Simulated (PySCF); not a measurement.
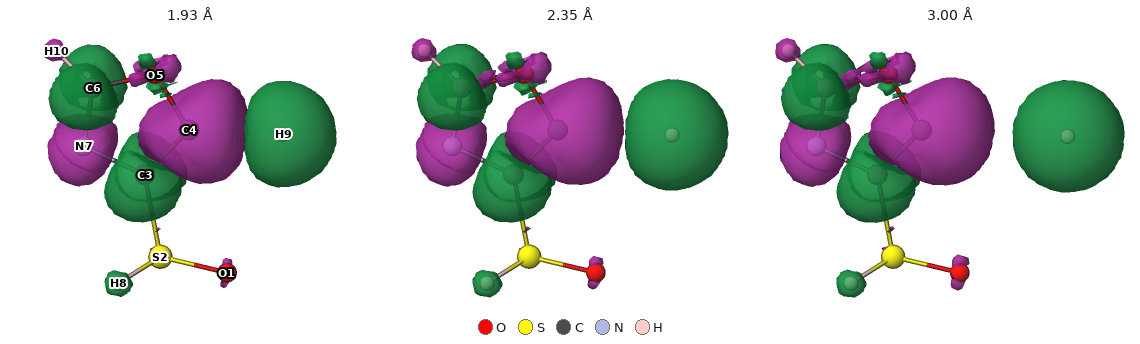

Figure. C3H3NO2S, SMILES `O=[SH]c1cocn1`. Rigid stretch of the C4–H9 bond. Broken-symmetry UHF spin density at ±0.03 e/Å³ (green: α, purple: β).

Computed with PySCF, 6-31G* basis, geometry: GFN2-xTB. No frequency check shows the geometry to be a minimum. GFN2-xTB bond lengths at metals and heavier atoms can be off by up to 0.1 Å and shapes distorted, which carries into these values.

Cartesian coordinates (Å):

```
O1      -2.2860   -0.8195    0.1277
S2      -1.6479    0.4672   -0.1324
C3       0.1248    0.1450   -0.0258
C4       0.7650   -1.0582   -0.0374
O5       2.0892   -0.8154    0.0066
C6       2.1956    0.5165    0.0334
N7       1.0646    1.1380    0.0123
H8      -1.6026    1.1171    1.1265
H9       0.4123   -2.0674   -0.0613
H10      3.1661    0.9682    0.0711
```

UHF's ⟨S²⟩ passes 1 along the scan (up to 1.31), so it also polarises electrons outside the stretched bond; its energy lowering isn't due to that bond alone.

**How does the broken-symmetry solution share the spin, and how far is it from a pure singlet?**

At 3.00 Å excess α spin lies mostly on H9 and excess β on C4; the two could be swapped at no cost. ⟨S²⟩ is 0.90 at 1.93 Å, 1.21 at 2.35 Å and 1.31 at 3.00 Å, against 0 for a pure singlet and 1 for an equal mix of singlet and triplet.

**Where does the UHF solution part from RHF?**

Between 1.44 Å (⟨S²⟩ = 0, the two coincide) and 1.66 Å (⟨S²⟩ = 0.34); at 3.00 Å ⟨S²⟩ is 1.31 and UHF lies 4.3 eV below RHF.

**How much energy does the stretch cost?**

By CASSCF, 5.0 eV from the lowest point of the scan (1.07 Å) to 3.00 Å; RHF gives 8.7 eV from its own lowest point. The fragments aren't relaxed and dynamic correlation is missing, so this isn't a bond dissociation energy.
